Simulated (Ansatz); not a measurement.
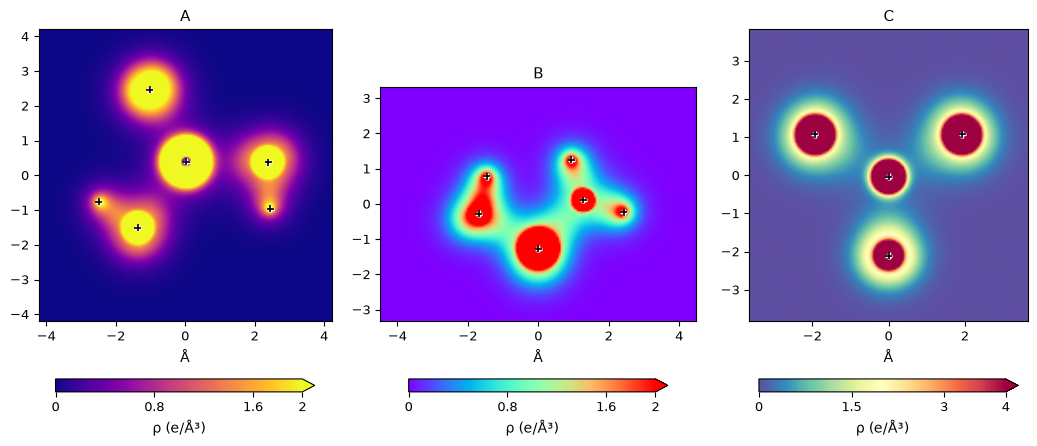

The electron density of 3 systems, each on a plane through atoms (crosses mark nuclei in the plane).

The calculation used Ansatz 0.2.0, RKS PBE0-D4/def2-TZVPP.

System 1: ClH₂InS₂, the molecular plane. Geometry: PBE0-D4/def2-TZVP; core potentials replace the inner electrons of In.

```yaml
atoms:
  - { symbol: S, position_ang: [-1.6084, 1.4590, -1.0680] }
  - { symbol: In, position_ang: [-0.2139, -0.2493, -0.2214] }
  - { symbol: S, position_ang: [1.5685, 0.0507, 1.3045] }
  - { symbol: Cl, position_ang: [-0.6283, -2.4134, -0.9493] }
  - { symbol: H, position_ang: [-0.9716, 2.4162, -0.3707] }
  - { symbol: H, position_ang: [1.8538, -1.2632, 1.3049] }
```

System 2: CH₅BSe (SMILES B[Se]C), the plane of atoms Se2, B1 and H5. Geometry: PBE0-D4/def2-TZVP.

```tsv
atom	x (Å)	y (Å)	z (Å)
B	-1.1404	0.5396	-1.0858
Se	-0.3121	-1.0661	-0.5510
C	0.9196	-0.4670	0.8379
H	-0.8425	1.5746	-0.5732
H	-1.9584	0.4491	-1.9476
H	0.8263	0.6107	0.9495
H	1.9338	-0.7306	0.5437
H	0.6659	-0.9674	1.7706
```

System 3: AlBr₂Cl (SMILES [Cl][Al]([Br])[Br]), the molecular plane. Geometry: PBE0-D4/def2-TZVP.

```json
{"atom": "Cl", "x (Å)": "-0.0503", "y (Å)": "0.4894", "z (Å)": "2.0401"}
{"atom": "Al", "x (Å)": "0.0126", "y (Å)": "-0.0067", "z (Å)": "0.0294"}
{"atom": "Br", "x (Å)": "1.1558", "y (Å)": "-1.7993", "z (Å)": "-0.6332"}
{"atom": "Br", "x (Å)": "-1.0626", "y (Å)": "1.2562", "z (Å)": "-1.4566"}
```

Which map belongs to which system?

Answer. Panel A is system 1, ClH₂InS₂: the plane holds S, In, Cl and H. In–Cl (2.32 Å): the density is about 0.59 e/Å³ at the midpoint. Panel B is system 2, CH₅BSe: the plane holds B, Se, C and H. B–Se (1.88 Å): ρ at the midpoint is about 1.1 e/Å³. Panel C is system 3, AlBr₂Cl: the plane holds Cl, Al and Br. Al–Cl (2.07 Å): the density is about 0.78 e/Å³ at the midpoint.
